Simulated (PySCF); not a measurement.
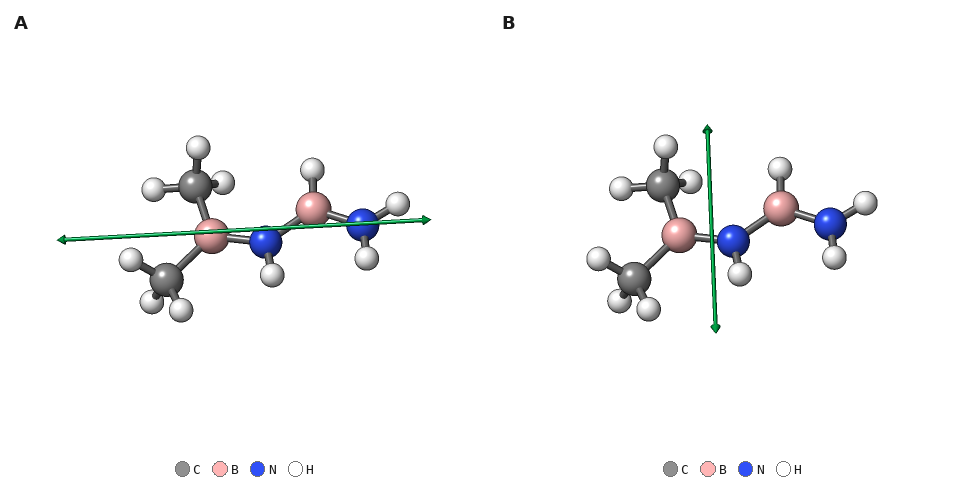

The double arrows show the directions of two transition dipoles from the ground state (lengths mean nothing). The computed structure is the end point of a GFN2-xTB optimisation. No frequency run is at hand to confirm it as a minimum. Method: TDDFT PBE0/def2-SVPD, vertical, gas phase, core orbitals frozen in the response (PySCF 2.14.0).

> One belongs to singlet state 3 and one to singlet state 5. Which is which?

A: state 3, 6.97 eV (178 nm), oscillator strength 0.44, mainly HOMO → LUMO (weight 0.63).
B: state 5, 7.55 eV (164 nm), oscillator strength 0.041, mainly HOMO−1 → LUMO+1 (weight 0.60).

The geometry is semi-empirical. Around B such bond lengths and angles can be off by a tenth of an ångström or more and by several degrees, and values that hang on the shape move with them.
